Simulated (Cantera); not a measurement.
Feed: 1 mol SiH₂Cl₂, 0.087 mol C₂H₄, a varied amount of H₂, equilibrated at 2423 K and 1.00 bar.

Equilibrium computed with Cantera from the NASA thermochemical tables; the gas is ideal and each condensed phase is pure. Candidate condensed phases: C, C₆H₆, C₇H₈, C₈H₁₈, Si, SiC; 109 gas species. Mutual solubility and eutectic melting of coexisting phases are not modelled. The tables' values for SiCl, SiCl₃ are old estimates; treat these amounts as uncertain. Gases not in the tables: Si₂H₆ and higher silanes. The numbers say what is thermodynamically allowed, not how fast it happens.

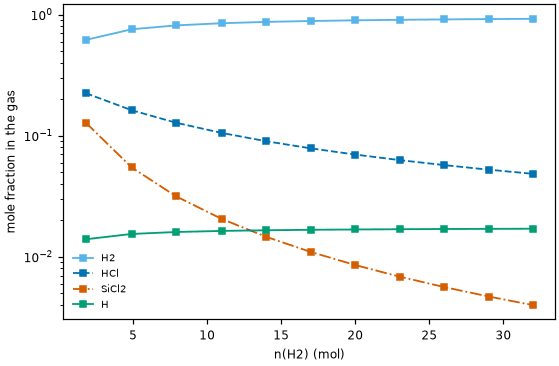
Figure: Equilibrium gas composition (values under 1e-9 drawn at 1e-9)

Question: Read off the mole fractions at 32 mol H₂.

Answer: H₂ about 0.92, HCl about 0.048, H about 0.017, SiCl₂ about 0.0040.
